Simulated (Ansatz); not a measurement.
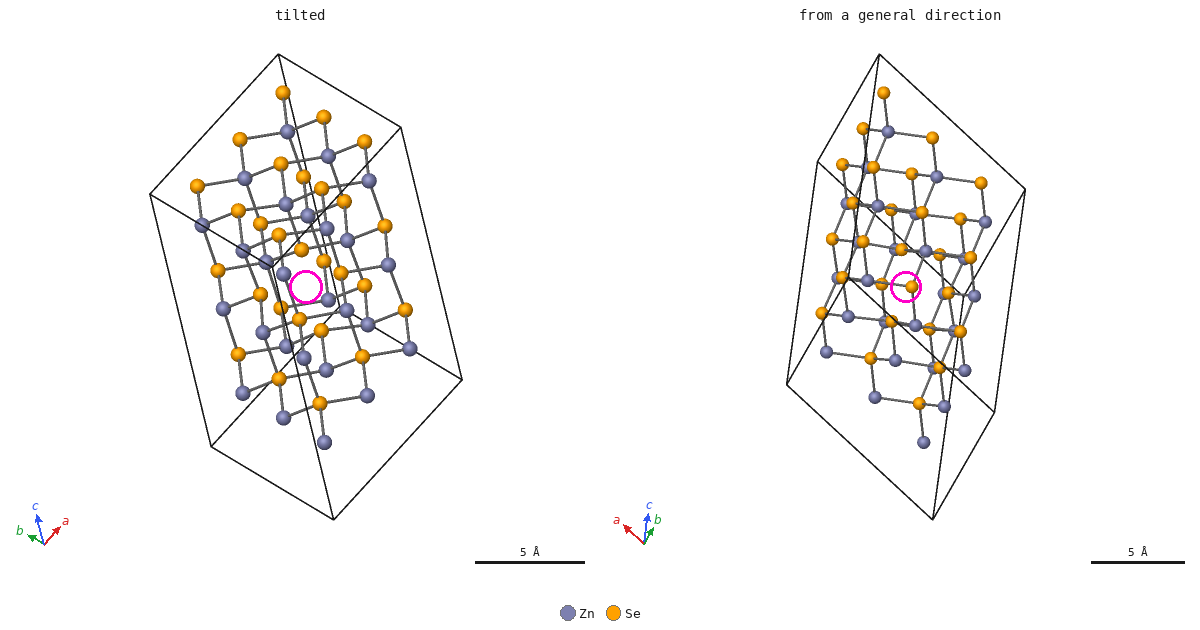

An orthographic ball-and-stick view of the structure, slightly off an axis and from a general direction. The supercell is drawn as a box. The host is ZnSe, in a cell of 54 sites, and the cell is neutral. A ring marks the defect's site.

### Which defect is modelled here, and what are its neighbours?

A zinc vacancy. Around the empty site lie four Se at about 2.4 Å.

Method used: DFT PBE, scalar-relativistic, plane waves, PAW in Ansatz. It ran with a 420 eV plane-wave basis, k-point mesh 2×2×2, Gaussian smearing of 0.01 eV, collinear spins.

### Is the defect spin-polarised?

Yes, 1.2 μB in the cell.

The atoms were relaxed in the host's cell with DFT PBE, scalar-relativistic, plane waves, PAW (Ansatz).
